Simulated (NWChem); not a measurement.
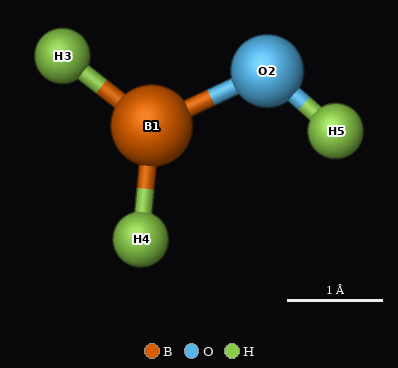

**Figure 1.** The structure (ball-and-stick view, seen on its broad side; atoms are numbered from 1 in the order of the input). Bond lengths as drawn: B–H 1.20 Å, B–O 1.35 Å and H–O 0.96 Å.

Run report: BH3O, single-point calculation

The run: single-point calculation of BH3O. Method and program: revPBE/jun-cc-pV(D+d)Z, RKS, dispersion D3(BJ) (NWChem 7.3.0).

### Input file
```
start job
title "BH3O"
memory stack 880 mb heap 220 mb global 1100 mb
geometry units angstrom noautosym nocenter noautoz
  B       -3.576410       2.544000       0.441020
  O       -4.339940       3.242560      -0.422360
  H       -2.898000       3.177400       1.195670
  H       -3.590070       1.342370       0.437250
  H       -4.864620       2.687870      -1.005410
end
basis spherical bse
  * library "jun-cc-pV(D+d)Z"
end
dft
  xc revpbe cpbe96
  mult 1
  disp vdw 4
  grid fine
  convergence energy 1e-08
  iterations 100
  mulliken
  print low
end
task dft
```

Run as:
```bash
nwchem job.nw > job.out
```

### What the program printed
```
Northwest Computational Chemistry Package (NWChem) 7.3.0
             --------------------------------------------------------

           Job information
           ---------------

    nwchem branch   = 7.3.0
    use scalapack   = T
    input           = job.nw
    prefix          = job.
    data base       = ./job.db
    status          = startup
    nproc           =        1

           Memory information
           ------------------

    heap     =     28835838 doubles =      220.0 Mbytes
    stack    =    115343355 doubles =      880.0 Mbytes
    global   =    144179200 doubles =     1100.0 Mbytes (distinct from heap & stack)
    total    =    288358393 doubles =     2200.0 Mbytes
    verify   = yes
    hardfail = no

           Directory information
           ---------------------

  0 permanent = .
  0 scratch   = .

                                NWChem Input Module
                                -------------------

                                       BH3O
                                       ----

 Scaling coordinates for geometry "geometry" by  1.889725989
 (inverse scale =  0.529177249)

                             Geometry "geometry" -> ""
                             -------------------------

 Output coordinates in angstroms (scale by  1.889725989 to convert to a.u.)

  No.       Tag          Charge          X              Y              Z
 ---- ---------------- ---------- -------------- -------------- --------------
    1 B                    5.0000    -3.57641000     2.54400000     0.44102000
    2 O                    8.0000    -4.33994000     3.24256000    -0.42236000
    3 H                    1.0000    -2.89800000     3.17740000     1.19567000
    4 H                    1.0000    -3.59007000     1.34237000     0.43725000
    5 H                    1.0000    -4.86462000     2.68787000    -1.00541000

      Atomic Mass
      -----------

      B                 11.009310
      O                 15.994910
      H                  1.007825

 Effective nuclear repulsion energy (a.u.)      30.4046592654

            Nuclear Dipole moment (a.u.)
            ----------------------------
        X                 Y               Z
 ---------------- ---------------- ----------------
  -120.8560272024    86.6781784113    -1.0323006158

            XYZ format geometry
            -------------------
     5
 geometry
 B                    -3.57641000     2.54400000     0.44102000
 O                    -4.33994000     3.24256000    -0.42236000
 H                    -2.89800000     3.17740000     1.19567000
 H                    -3.59007000     1.34237000     0.43725000
 H                    -4.86462000     2.68787000    -1.00541000

 ==============================================================================
                                internuclear distances
 ------------------------------------------------------------------------------
       center one      |      center two      | atomic units |  angstroms
 ------------------------------------------------------------------------------
    2 O                |   1 B                |     2.54685  |     1.34773
    3 H                |   1 B                |     2.26052  |     1.19622
    4 H                |   1 B                |     2.27091  |     1.20171
    5 H                |   2 O                |     1.81543  |     0.96069
 ------------------------------------------------------------------------------
                         number of included internuclear distances:          4
 ==============================================================================

 ==============================================================================
                                 internuclear angles
 ------------------------------------------------------------------------------
        center 1       |       center 2       |       center 3       |  degrees
 ------------------------------------------------------------------------------
    2 O                |   1 B                |   3 H                |   116.81
    2 O                |   1 B                |   4 H                |   120.65
    3 H                |   1 B                |   4 H                |   122.54
    1 B                |   2 O                |   5 H                |   113.51
 ------------------------------------------------------------------------------
                            number of included internuclear angles:          4
 ==============================================================================

 Summary of "ao basis" -> "" (spherical)
 ------------------------------------------------------------------------------
       Tag                 Description            Shells   Functions and Types
 ---------------- ------------------------------  ------  ---------------------
 *                      jun-cc-pV(D+d)Z               on all atoms

  pbe96 is a nonlocal functional; adding pw91lda local functional.

                                 NWChem DFT Module
                                 -----------------

                                       BH3O

                      Basis "ao basis" -> "ao basis" (spherical)
                      -----
  [basis functions not shown]

 Summary of "ao basis" -> "ao basis" (spherical)
 ------------------------------------------------------------------------------
       Tag                 Description            Shells   Functions and Types
 ---------------- ------------------------------  ------  ---------------------
 B                      jun-cc-pV(D+d)Z              8       18   4s3p1d
 O                      jun-cc-pV(D+d)Z              8       18   4s3p1d
 H                      jun-cc-pV(D+d)Z              3        5   2s1p

  Caching 1-el integrals
   Time after variat. SCF:      0.1

     ---------------------------------------------
      Total Density - Mulliken Population Analysis
     ---------------------------------------------

    Atom       Charge   Shell Charges
 -----------   ------   -------------------------------------------------------
    1 B    5     4.71   2.01  0.67  0.43  0.01  1.19  0.28  0.01  0.12
    2 O    8     8.53   2.00  0.88  0.79  0.04  3.07  1.67  0.08  0.01
    3 H    1     1.07   0.74  0.32  0.01
    4 H    1     1.06   0.73  0.32  0.01
    5 H    1     0.63   0.54  0.01  0.07
   Time prior to 1st pass:      0.1

           Memory utilization after 1st SCF pass:
           Heap Space remaining (MW):        0.00                  22
          Stack Space remaining (MW):      115.34           115342932

   convergence    iter        energy       DeltaE   RMS-Dens  Diis-err    time
 ---------------- ----- ----------------- --------- --------- ---------  ------
 d= 0,ls=0.0,diis     1   -101.8328660061 -1.32D+02  2.45D-02  4.18D-01     0.4
 d= 0,ls=0.0,diis     2   -101.6945745793  1.38D-01  1.52D-02  1.84D+00     0.7
 d= 0,ls=0.0,diis     3   -101.8813585079 -1.87D-01  1.94D-03  2.55D-02     1.0
 d= 0,ls=0.0,diis     4   -101.8839133108 -2.55D-03  4.82D-04  9.42D-04     1.3
 d= 0,ls=0.0,diis     5   -101.8840271257 -1.14D-04  1.01D-04  2.81D-05     1.6
  Resetting Diis
 d= 0,ls=0.0,diis     6   -101.8840313470 -4.22D-06  2.29D-05  1.85D-06     1.9
 d= 0,ls=0.0,diis     7   -101.8840315967 -2.50D-07  6.68D-06  3.56D-08     2.3
 d= 0,ls=0.0,diis     8   -101.8840315903  6.45D-09  3.68D-06  1.10D-07     2.6

         Total DFT energy =     -101.884031590251
      One electron energy =     -198.218548650092
           Coulomb energy =       79.661212470307
    Exchange-Corr. energy =      -13.727325146655
 Nuclear repulsion energy =       30.404659265408

    Dispersion correction =       -0.004029529220

 Numeric. integr. density =       15.999999791412

     Total iterative time =      2.5s

     ---------------------------------------------
      Total Density - Mulliken Population Analysis
     ---------------------------------------------

    Atom       Charge   Shell Charges
 -----------   ------   -------------------------------------------------------
    1 B    5     4.98   2.02  0.60  0.34  0.02  1.54  0.30  0.01  0.13
    2 O    8     8.18   2.01  0.85  0.78  0.10  2.88  1.42  0.13  0.01
    3 H    1     1.04   0.76  0.26  0.01
    4 H    1     1.04   0.76  0.26  0.01
    5 H    1     0.76   0.71 -0.03  0.08

     -------------------------------------------
      Total Density - Lowdin Population Analysis
     -------------------------------------------

    Atom       Charge   Shell Charges
 -----------   ------   -------------------------------------------------------
    1 B    5     5.10   1.87  0.53  0.30  0.08  1.38  0.57  0.04  0.35
    2 O    8     8.07   1.91  0.77  0.59  0.14  2.66  1.67  0.31  0.02
    3 H    1     0.97   0.62  0.32  0.04
    4 H    1     0.98   0.62  0.33  0.04
    5 H    1     0.87   0.54  0.13  0.20

 Task  times  cpu:        2.6s     wall:        2.6s
 Total times  cpu:        2.6s     wall:        2.6s
```

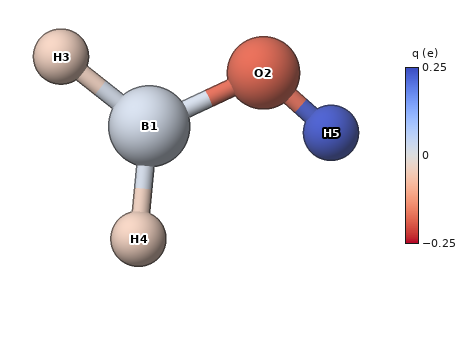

**Figure 2.** Mulliken charges, as the colour of each atom (ball-and-stick view, seen on its broad side; atoms are numbered from 1 in the order of the input). By element: B +0.02, O −0.18 and H −0.04 to +0.24 e.

### Summary

| quantity | value |
| --- | --- |
| outcome | converged |
| total energy | −101.884032 hartree |
| dispersion energy | −0.004030 hartree |
| hardware | 1 thread of Intel Xeon (Granite Rapids), 16 GiB of memory available, shared host |
| wall time | 3.3 s |
| peak memory | 0.12 GiB |
